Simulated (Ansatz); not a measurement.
## Ligand exchange: SiH2(CH3)F + Cd(CH3)(NH2) → SiH2(CH3)(NH2) + Cd(CH3)F

Species: SiH2(CH3)F, singlet; Cd(CH3)(NH2), singlet; SiH2(CH3)(NH2), singlet; Cd(CH3)F, singlet. The partners trade F for NH2: Si–F and Cd–NH2 bonds give way to Si–NH2 and Cd–F.

Shapes, held fixed at every level: PBE0-D4/def2-TZVP. Flexible molecules stand in one conformer, not always the lowest. Programs: Ansatz 0.2.0. Electronic energies: no zero-point or thermal term.

```json
{"level": "HF/def2-SVP", "kind": "Hartree–Fock", "ΔE (kJ/mol)": "+6.2", "less CCSD(T)/def2-TZVPP": "-27.6"}
{"level": "HF/def2-TZVPP", "kind": "Hartree–Fock", "ΔE (kJ/mol)": "+20.4", "less CCSD(T)/def2-TZVPP": "-13.4"}
{"level": "PBE-D4/def2-TZVPP", "kind": "GGA", "ΔE (kJ/mol)": "+19.8", "less CCSD(T)/def2-TZVPP": "-14.0"}
{"level": "BHLYP-D4/def2-TZVPP", "kind": "global hybrid", "ΔE (kJ/mol)": "+22.6", "less CCSD(T)/def2-TZVPP": "-11.2"}
{"level": "PBE0-D4/def2-TZVPP", "kind": "global hybrid", "ΔE (kJ/mol)": "+21.5", "less CCSD(T)/def2-TZVPP": "-12.3"}
{"level": "MP2/def2-TZVPP", "kind": "perturbation theory", "ΔE (kJ/mol)": "+39.5", "less CCSD(T)/def2-TZVPP": "+5.7"}
{"level": "CCSD/def2-SVP", "kind": "coupled cluster or CI", "ΔE (kJ/mol)": "+21.7", "less CCSD(T)/def2-TZVPP": "-12.1"}
{"level": "CCSD(T)/def2-TZVPP", "kind": "coupled cluster or CI", "ΔE (kJ/mol)": "+33.8", "less CCSD(T)/def2-TZVPP": "0.0"}
```

The highest level, CCSD(T)/def2-TZVPP, gives ΔE = +33.8 kJ/mol; the levels span +6.2 to +39.5. The column of differences is taken from that level and isn't an error. No measured value is set beside it here. For atoms past krypton def2 sets carry core potentials with scalar relativity. Correlated rows may include outer-core shells of Cd, which these sets cover unevenly.

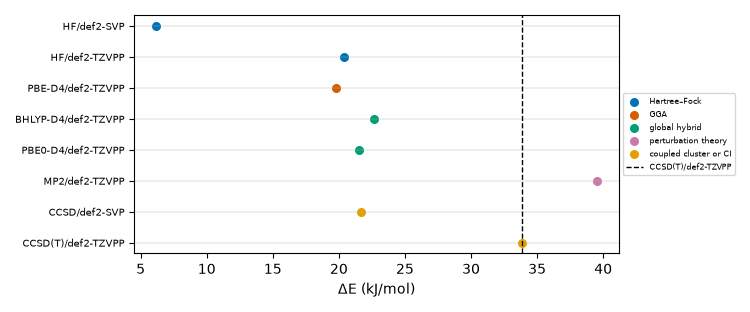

The values of the table, level by level.
